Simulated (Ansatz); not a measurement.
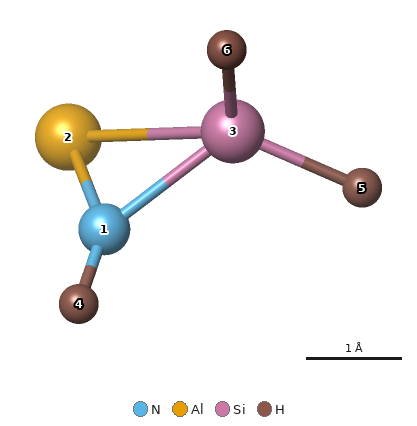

Fig. 1: The input geometry (ball-and-stick view, seen at a tilt; atoms are numbered from 1 in the order of the input). Sticks mark near contacts. Bond lengths as drawn: Al–N 1.81 Å, Al–Si 2.50 Å, H–N 1.01 Å, H–Si 1.49 Å and N–Si 1.73 Å.

## Single-point calculation of AlSiNH3

AlSiNH3, multiplicity 2, computed with UKS B3LYP-D4/def2-TZVPP (Ansatz 0.2.0).

The geometry comes from this level: PBE0-D4/def2-TZVP.

### What the program printed
```
Functional definition: B3LYP
  name "B3LYP"
  cite "Stephens, Devlin, Chabalowski & Frisch, J. Phys. Chem. 98, 11623 (1994) doi:10.1021/j100096a001"
  cite "Becke, Phys. Rev. A 38, 3098 (1988) doi:10.1103/PhysRevA.38.3098"
  cite "Lee, Yang & Parr, Phys. Rev. B 37, 785 (1988) doi:10.1103/PhysRevB.37.785"
  cite "Vosko, Wilk & Nusair, Can. J. Phys. 58, 1200 (1980) doi:10.1139/p80-159"
  parameter a0 = 0.2
  parameter ax = 0.72
  parameter ac = 0.81
  exchange = (1 - a0 - ax)*slater_x + ax*b88_x + a0*exact_x
  correlation = (1 - ac)*vwn_rpa_c + ac*lyp_c
916 factors; their error is unknown
mean field evaluation 1: about -16003.5732 eV, gradient 5.3e1 eV
mean field evaluation 2: about -15924.5551 eV, gradient 1.1e2 eV
mean field evaluation 4: about -16014.6518 eV, gradient 7.7e0 eV
mean field evaluation 8: about -16015.0184 eV, gradient 1.3e-1 eV
mean field evaluation 16: about -16015.0386 eV, gradient 8.1e-4 eV
mean field -16015.03863145 eV, -588.5418143227 hartree, gradient 6.7e-5 eV, S^2 0.766262; 0 other end points of the search recorded, 0 dependent functions left out
reference -16015.03886107 eV, -588.5418227610 hartree; 19, 18 occupied and 138, 139 virtual orbitals, 916 factors
Total energy: -16015.25507423 eV, -588.5497684482 hartree
```

The run was set up as follows.

### The input
```yaml
crystal:
  periodic: [false, false, false]
  atoms:
    - {symbol: N, position_ang: [-0.126654, -0.993594, -0.024116]}
    - {symbol: Al, position_ang: [-1.792212, -0.785264, -0.694066]}
    - {symbol: Si, position_ang: [0.072669, 0.726395, 0.009689]}
    - {symbol: H, position_ang: [0.577438, -1.654607, 0.274339]}
    - {symbol: H, position_ang: [1.082847, 1.323671, -0.907276]}
    - {symbol: H, position_ang: [0.185912, 1.383399, 1.341432]}
basis:
  gaussian: {orbitals: def2-TZVPP}
magnetization: {spin_polarized: true, initial_magnetization: 1}
hamiltonian: {xc: {name: B3LYP}, dispersion: d4}
```

Run as:
```bash
ansatz run in.yaml --threads 2 --pin off --events-out ev --progress --plain --max-ram 4352MiB
```

### Summary

```tsv
quantity	value
outcome	converged
total energy	−16015.2551 eV
mean-field energy	−16015.0389 eV
dispersion energy	−0.2162 eV
⟨S²⟩	0.766
SCF solution under orbital rotations	stable
hardware	2 threads of Intel Xeon @ 2.50GHz, 11 GiB of memory available, shared host
wall time	6.5 s (CPU time 12 s)
peak memory	0.39 GiB
```
